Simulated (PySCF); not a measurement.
**C2H9NSi, SMILES `CN(C)[SiH3]`: what the electrons do**

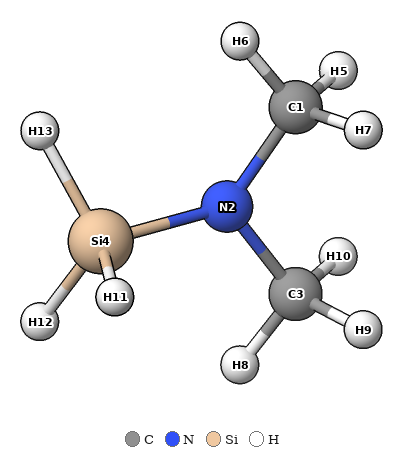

The molecule, with its atoms numbered as below. No frequency check shows the geometry to be a minimum.

Geometry (Å), atoms numbered from 1:

```
C1      -1.1399    1.1948   -0.0341
N2      -0.3622   -0.0000    0.1716
C3      -1.1399   -1.1949   -0.0339
Si4      1.3471    0.0001   -0.0137
H5      -2.0110    1.1893    0.6284
H6      -0.5361    2.0703    0.1898
H7      -1.5011    1.2764   -1.0675
H8      -0.5360   -2.0703    0.1901
H9      -1.5011   -1.2766   -1.0673
H10     -2.0110   -1.1893    0.6285
H11      1.8451   -0.0014   -1.4022
H12      1.8027   -1.2207    0.6499
H13      1.8026    1.2209    0.6497
```

Part 1: Bonding charge

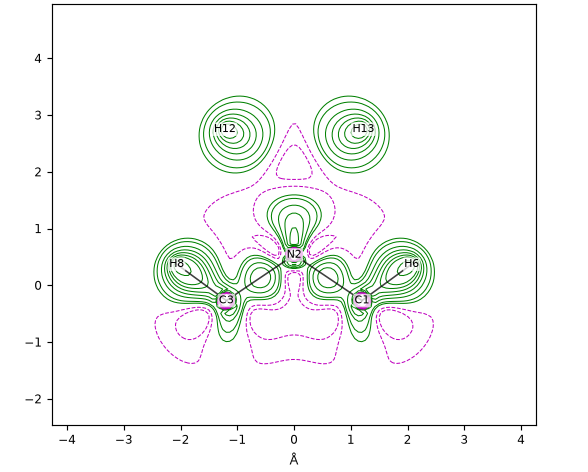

Deformation density (molecule less spherical, spin-averaged free atoms) in the plane of C1, N2, C3, H6, H8, H12 and H13; contours at ±0.05 to ±0.8 e/Å³; solid green lines: gain, dashed magenta lines: loss.

Level of theory: CAM-B3LYP/def2-SVPD (PySCF), at a geometry from GFN2-xTB.

> How much density has each bond in this plane gained at its critical point, relative to the free atoms?

C1–H6 and C3–H8: +0.73 e/Å³ at the bond critical point (bond length 1.09 Å). N2–C3 and C1–N2: +0.33 e/Å³ at the bond critical point (bond length 1.44 Å). In all, 2.9 electrons gather in the regions of gain relative to the promolecule.

Part 2: Local ionisation energy

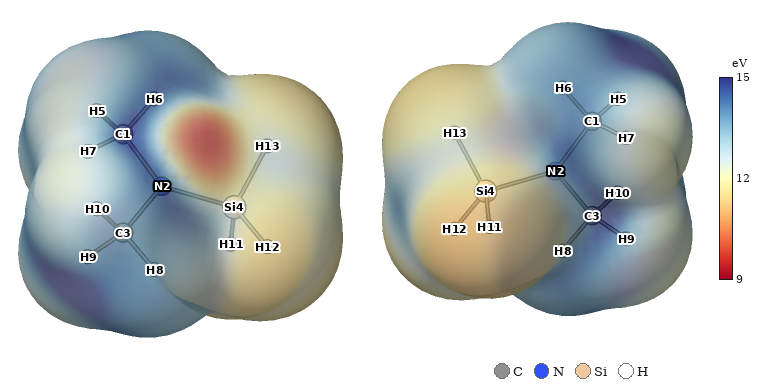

Average local ionisation energy on the surface of electron density 0.001 a.u. (back view left, front view right).

> Locate the minima of the map.

The lowest value is 9.7 eV, 2.1 Å from N2. Further minima include 11.0 eV, 1.5 Å from H11; 11.5 eV, 1.5 Å from H12, and at like points elsewhere; 11.9 eV, 1.4 Å from H9, and at like points elsewhere. For comparison, the highest occupied orbital lies at −7.7 eV.

> What volume does the surface enclose, and what is the dipole moment?

About 125 Å³; the dipole moment is 0.8 D.

Part 3: In an electric field

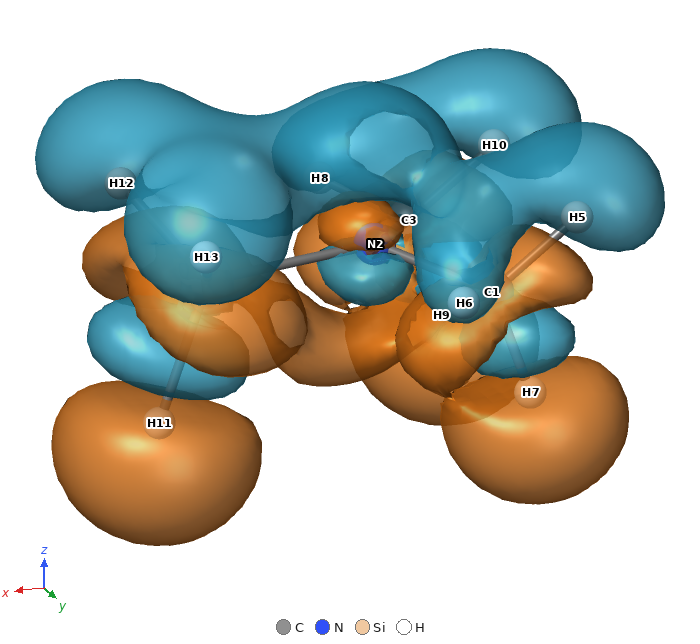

Change of the electron density in a uniform field of 0.10 V/Å, surfaces at ±0.0005 e/Å³ (light blue: gain, orange: loss).

PySCF calculation, B3LYP/6-31+G*, gas phase; geometry: GFN2-xTB. The basis has diffuse s and p functions alone, which still leaves polarisabilities too small, most of all across bonds.

> Along which Cartesian direction does the field point?

Along −z: electrons gather on the +z side, against the field.

> How large is the response?

The induced dipole is 0.26 D (along the field); α along this axis, from the fields in both directions, is 52 bohr³ (7.7 Å³).

> Which atoms gain and lose the most charge?

Electrons gather most on H5 and H10 alike (Hirshfeld charge changes by −0.002 e) and leave H11 most (+0.005 e); 0.028 electrons are displaced in all.

Part 4: Removing or adding an electron

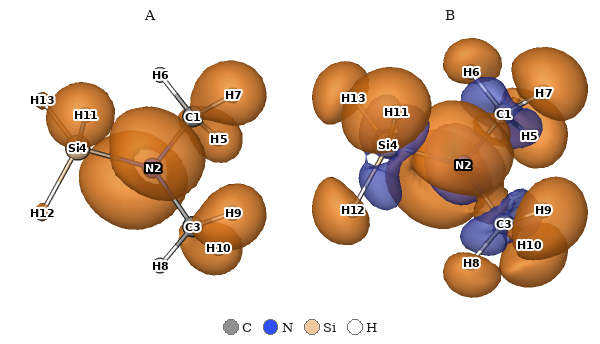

The Fukui function f⁻ from two separate SCF calculations and the density of the HOMO, at ±0.015 e/Å³ (orange positive, blue negative).

PySCF calculation, BP86/aug-cc-pVDZ, gas phase; geometry: GFN2-xTB.

> Which panel is which, and how good is the frozen-orbital picture?

B is f⁻ (it has negative regions), A the HOMO density. The HOMO lies on N2 (51 %), Si4 (10 %) and C1 and C3 (7 % each); f⁻ (Hirshfeld-condensed) is largest on N2 (0.21) and Si4 (0.12); the vertical ionisation energy is 8.24 eV (the stability of the cation's solution wasn't checked). Relaxation shifts 34 % of the electron between atoms. The orbital energy is −5.09 eV.

Part 5: Localised orbitals

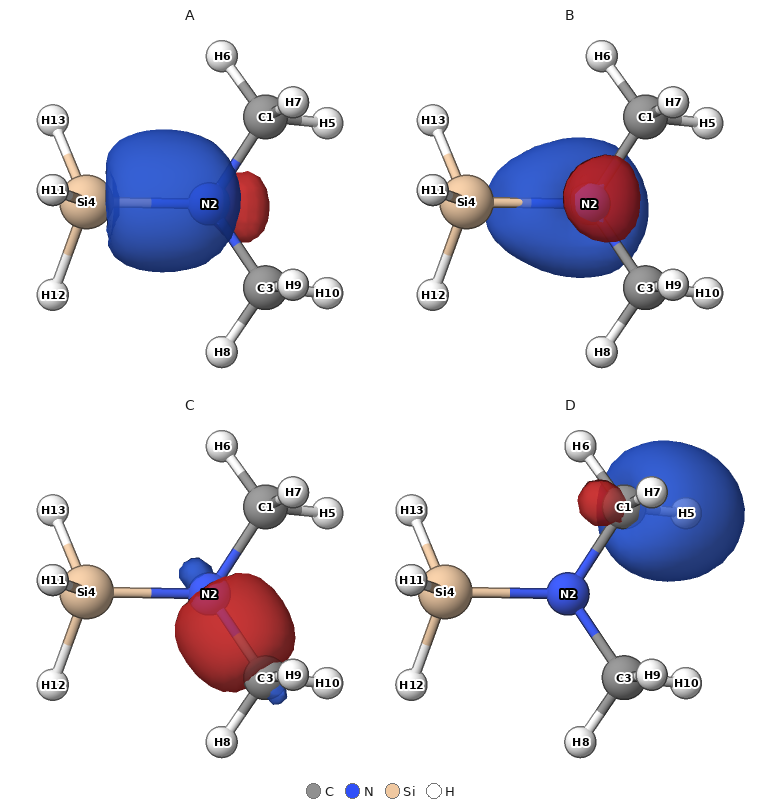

Foster–Boys orbitals, occupied; each surface holds about 80 % of the orbital's density. Energies are diagonal elements of the Fock matrix.

Level of theory: r2SCAN/def2-SVP (PySCF), at a geometry from GFN2-xTB.

> Identify each orbital.

By panel:
- A: bent (banana) bond N2–Si4 (N2 72 %, Si4 26 %; −12.6 eV)
- B: pair mostly on N2, shared in part with Si4 (N2 85 %, Si4 10 %; −9.2 eV)
- C: σ bond N2–C3 (N2 56 %, C3 43 %; −15.8 eV)
- D: σ bond C1–H5 (C1 55 %, H5 45 %; −12.1 eV)

> How do all the valence pairs divide up?

13 pairs: 11 σ bonds, 1 bent bond and 1 strongly polarised pair.

Part 6: Stretching a bond

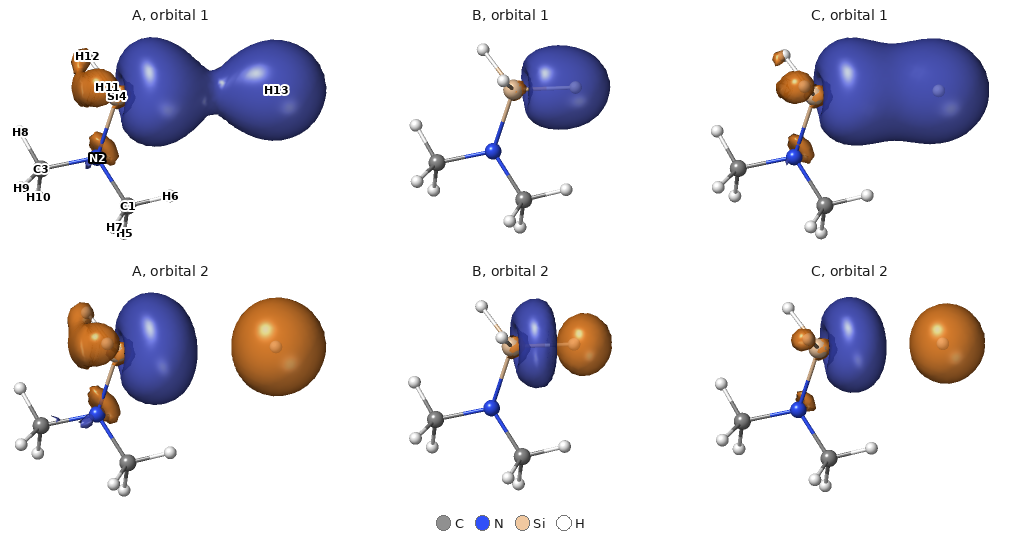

Rigid stretch of the Si4–H13 bond. The two CASSCF(2,2) natural orbitals nearest half filling (orbital 1 the more occupied).

Computed with PySCF, cc-pVDZ basis, geometry: GFN2-xTB.

> The columns are at 1.56, 3.12 and 3.98 Å, in some order. Assign them, and give the occupations.

A: 3.98 Å, occupations 1.21 and 0.79. B: 1.56 Å, occupations 1.98 and 0.02. C: 3.12 Å, occupations 1.55 and 0.45.

> Where does the UHF solution part from RHF?

Between 1.92 Å (⟨S²⟩ = 0, the two coincide) and 2.20 Å (⟨S²⟩ = 0.05); at 3.98 Å ⟨S²⟩ is 0.99 and UHF lies 3.2 eV below RHF.

> How much energy does the stretch cost?

By CASSCF, 3.6 eV from the lowest point of the scan (1.56 Å) to 3.98 Å; RHF gives 6.5 eV from its own lowest point. The fragments aren't relaxed and dynamic correlation is missing, so this isn't a bond dissociation energy.

The PySCF runs shown took 17 s, 26 s, 2.7 min, 21 s and 4.3 min on 1 thread of Intel(R) Xeon(R) Platinum 8375C CPU @ 2.90GHz (Ice Lake) (shared host).
